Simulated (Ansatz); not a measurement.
**SnH2Cl (SMILES [Cl][SnH2]): UCCSD/STO-3G**

Aim: the electronic atomisation energy of SnH2Cl at UCCSD/STO-3G, from 4 runs. 

Program for the calculation: Ansatz 0.2.0.

51 further runs of the same task are left out: 15 that didn't finish, 36 set aside as unsound or not needed.

### 1 The molecule

SnH2Cl has 4 atoms, charge 0, and is taken as a doublet. As SMILES, `[Cl][SnH2]`. The coordinates come from a PBE0-D4/def2-TZVP relaxation.

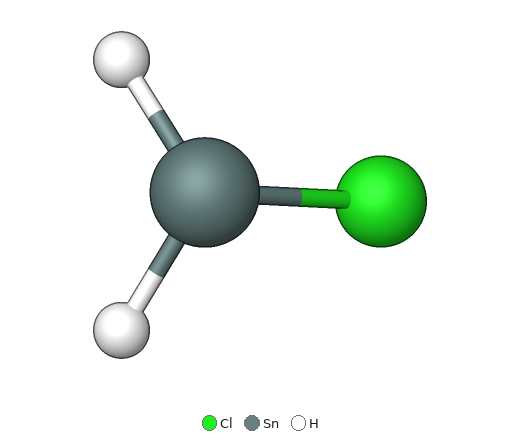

Viewed from a chosen angle; chlorine green, tin teal, hydrogen white.

### 2 A single-point energy at UCCSD/STO-3G

molecule.yaml

```yaml
crystal:
  periodic: [false, false, false]
  atoms:
    - {symbol: Cl, position_ang: [-1.882600, 0.398400, -0.585000]}
    - {symbol: Sn, position_ang: [0.380000, -0.179600, -0.397100]}
    - {symbol: H, position_ang: [0.412500, -1.500000, 0.709600]}
    - {symbol: H, position_ang: [1.145500, 1.221000, 0.252100]}
basis:
  gaussian: {orbitals: STO-3G}
magnetization: {spin_polarized: true, initial_magnetization: 1}
correlation: {method: ccsd, frozen_orbitals: {Cl: 5, H: 0, Sn: 18}}
accuracy: high
scf: {omitted_lower_state_checks: [cluster_reference, increment]}
```

Run with:

```bash
ansatz run molecule.yaml --threads 1 --pin off --max-ram 2610MiB --events-out events.jsonl --progress --plain --runs-dir runs
```

Log, cut to the lines that bear on the results:

```text
Warning: RAYON_NUM_THREADS=1 ignored (pool sized by the plan → 1); use --threads N
Functional definition: HF
  name "HF"
[...]
682 factors; integrals over basis functions are off by at most 5.9e-9 eV
[...]
mean field -174671.96909884 eV, -6419.0764674693 hartree, gradient 1.8e-8 eV, S^2 0.751642; 0 other end points of the search recorded, 0 dependent functions left out
23 core orbitals not correlated: weight in the atoms' cores, before any rotation towards them, 1.000 or more for the frozen orbitals, at most 0.000 for the correlated occupied ones
reference -174671.96909884 eV, -6419.0764674693 hartree; 12, 11 occupied and 3, 4 virtual orbitals, 682 factors
second order -0.82355086 eV of doubles, -0.00000000 eV of singles
cycle   1  -1.08117807 eV  change   -2.6e-1 eV  update   5.1e-2
[...]
cycle  20  -1.24757025 eV  change   -1.5e-9 eV  update  8.0e-10
Total energy: -174673.21666909 eV, -6419.1223148304 hartree
Checks for a lower state left out: cluster_reference, increment
```

It took 0.91 s on 1 thread of Arm Neoverse V2, shared host; peak memory 0.12 GiB.

### 3 The Cl atom, same level

run.yaml

```yaml
crystal:
  periodic: [false, false, false]
  atoms:
    - symbol: Cl
      position_ang: [0.000000, 0.000000, 0.000000]
basis:
  gaussian:
    orbitals: STO-3G
magnetization:
  spin_polarized: true
  initial_magnetization: 1
correlation:
  method: ccsd
  frozen_orbitals: {Cl: 5}
accuracy: high
scf:
  omitted_lower_state_checks: [cluster_reference, increment]
```

Run the same way, it converges to -454.54219 Eh (log not shown).

### 4 The H atom: the energy at UHF/STO-3G

in.yaml

```yaml
crystal:
  periodic: [false, false, false]
  atoms:
    - {symbol: H, position_ang: [0.000000, 0.000000, 0.000000]}
basis:
  gaussian:
    orbitals: STO-3G
magnetization:
  spin_polarized: true
  initial_magnetization: 1
hamiltonian:
  xc: hf
accuracy: high
```

Run with:

```bash
ansatz run in.yaml --threads 1 --pin off --max-ram 2610MiB --events-out events.jsonl --progress --plain --runs-dir runs
```

Log:

```text
Warning: RAYON_NUM_THREADS=1 ignored (pool sized by the plan → 1); use --threads N
[... 2 set-up lines as earlier in the session ...]
  exchange = exact_x
  correlation = 0
1 factors; integrals over basis functions are off by at most 4.6e-10 eV
mean field evaluation 1: about -12.6963 eV, gradient 0.0e0 eV
mean field evaluation 2: about -12.6963 eV, gradient 0.0e0 eV
mean field -12.69633895 eV, -0.4665818504 hartree, gradient 0.0e0 eV, S^2 0.750000; 0 other end points of the search recorded, 0 dependent functions left out
reference -12.69633895 eV, -0.4665818504 hartree; 1, 0 occupied and 0, 1 virtual orbitals, 1 factors
Total energy: -12.69633895 eV, -0.4665818504 hartree
```

Run time: 0.02 s. Hardware: 1 thread of Arm Neoverse V2, shared host.

### 5 The Sn atom at the same level

in.yaml

```yaml
basis:
  gaussian: {orbitals: STO-3G}
crystal:
  periodic: [false, false, false]
  atoms:
    - {symbol: Sn, position_ang: [0.000000, 0.000000, 0.000000]}
magnetization: {spin_polarized: true, initial_magnetization: 2}
correlation: {method: ccsd, frozen_orbitals: {Sn: 18}}
accuracy: high
scf: {omitted_lower_state_checks: [cluster_reference, increment]}
```

Run with:

```bash
ansatz run in.yaml --threads 1 --pin off --max-ram 2610MiB --events-out events.jsonl --progress --plain --runs-dir runs
```

Log, cut to the lines that bear on the results:

```text
Warning: RAYON_NUM_THREADS=1 ignored (pool sized by the plan → 1); use --threads N
[... 2 set-up lines as earlier in the session ...]
[...]
251 factors; integrals over basis functions are off by at most 4.4e-9 eV
[...]
mean field -162267.10534540 eV, -5963.2061328489 hartree, gradient 3.9e-9 eV, S^2 2.000002; 3 other end points of the search recorded, 0 dependent functions left out
18 core orbitals not correlated: weight in the atoms' cores, before any rotation towards them, 1.000 or more for the frozen orbitals, at most 0.000 for the correlated occupied ones
reference -162267.10534540 eV, -5963.2061328489 hartree; 8, 6 occupied and 1, 3 virtual orbitals, 251 factors
second order -0.20018918 eV of doubles, 0.00000000 eV of singles
cycle   1  -0.29387356 eV  change   -9.4e-2 eV  update   4.0e-2
[...]
cycle  13  -0.37358609 eV  change   1.5e-10 eV  update  8.2e-11
Total energy: -162267.47893149 eV, -5963.2198618845 hartree
Checks for a lower state left out: cluster_reference, increment
```

It took 0.24 s on 1 thread of Arm Neoverse V2, shared host.

### 6 What came out

Level: UCCSD/STO-3G, 23 core orbitals frozen.

```
                                              quantity           value
                                molecule: total energy  -6419.12231 Eh
molecule: correlation energy (23 core orbitals frozen)       -45.8 mEh
           molecule: ⟨S²⟩ of the reference determinant           0.752
                               molecule: T1 diagnostic           0.006
                                 Cl atom: total energy   -454.54219 Eh
  Cl atom: correlation energy (5 core orbitals frozen)         0.0 mEh
            Cl atom: ⟨S²⟩ of the reference determinant           0.750
                                Cl atom: T1 diagnostic           0.000
                                  H atom: total energy     -0.46658 Eh
                                          H atom: ⟨S²⟩           0.750
                                 Sn atom: total energy  -5963.21986 Eh
 Sn atom: correlation energy (18 core orbitals frozen)       -13.7 mEh
            Sn atom: ⟨S²⟩ of the reference determinant           2.000
                                Sn atom: T1 diagnostic           0.000
                         electronic atomisation energy       11.622 eV
```

**Reading.** Taking the molecule apart into free atoms costs 11.62 eV (1121 kJ/mol), before zero-point energy and without spin-orbit coupling. In a minimal basis such a difference can be off by several eV, whatever the method. Relativity is left out (molecule) although the molecule holds a heavy atom. Relativity is left out (Sn atom) although the molecule holds a heavy atom.
